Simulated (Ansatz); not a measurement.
CdSe (space group P6_3mc, No. 186). Coordinates: the end point of a relaxation with Ansatz 0.2.0, DFT LDA, scalar-relativistic, plane waves, PAW.

Space group P6_3mc (No. 186). a = 4.248 Å, b = 4.248 Å, c = 6.944 Å, α = 90.00°, β = 90.00°, γ = 120.00°
```json
{"atom": "Cd", "site": "2b", "symmetry": "3m.", "x": "0.3333", "y": "0.6667", "z": "0.0049"}
{"atom": "Se", "site": "2b", "symmetry": "3m.", "x": "0.3333", "y": "0.6667", "z": "0.3801"}
```

Describe the stacking along c, naming the columns A, B, C as they first turn up.

Cd(A) – Se(A) – Cd(B) – Se(B) (four layers in 6.94 Å).

Se layers alone: AB, the hexagonal close-packed type.

Cd: two tetrahedral sites (per hexagonal cell).

Polytype symbol 2H, the symbol of a tetrahedral polytype (number of double layers in the repeat and lattice).

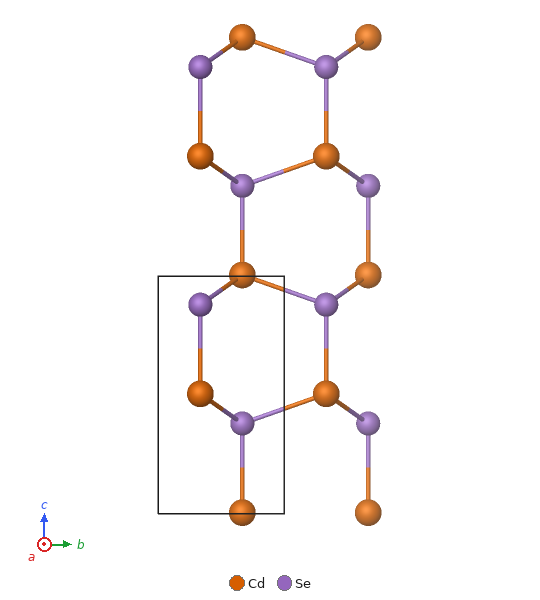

Projection along an edge of the hexagonal mesh, stacking direction c upwards. Every atom sits on one of the three columns of the mesh; call them A, B, C in the order in which they first turn up. The sequence starts with the first layer at or above the cell's origin.
